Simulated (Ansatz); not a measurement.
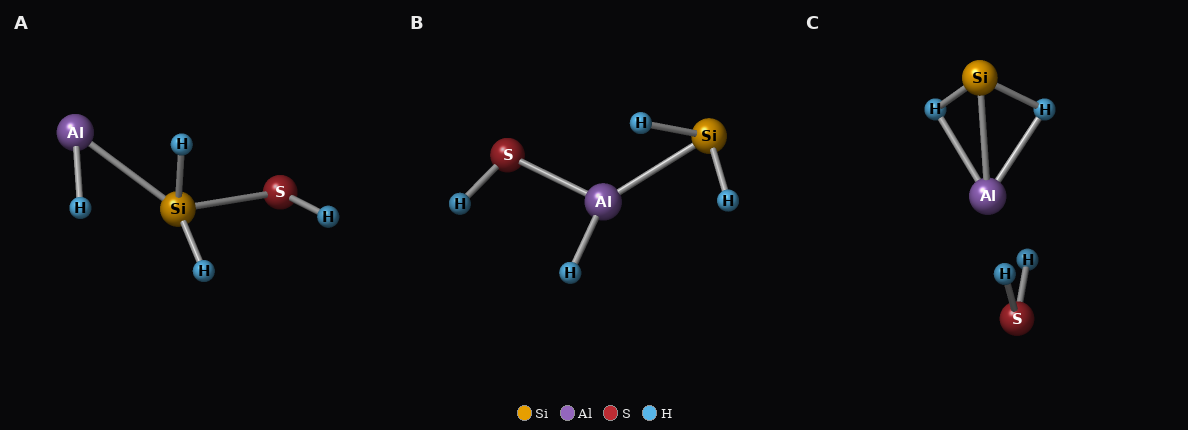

3 stationary structures of one formula. The species has charge −1 and is a spin singlet. Geometries: PBE-D4/def2-SVPD. Electronic energies: PBE-D4/def2-SVPD (Ansatz 0.2.0), without zero-point energy. No frequency run is at hand to confirm each as a minimum. Each is one conformer, not always the lowest.

Which is lowest in energy, and by how much?

Answer. B is lowest (C1); A lies 20.6 kcal/mol above it (C1), C lies 43.1 kcal/mol above it.
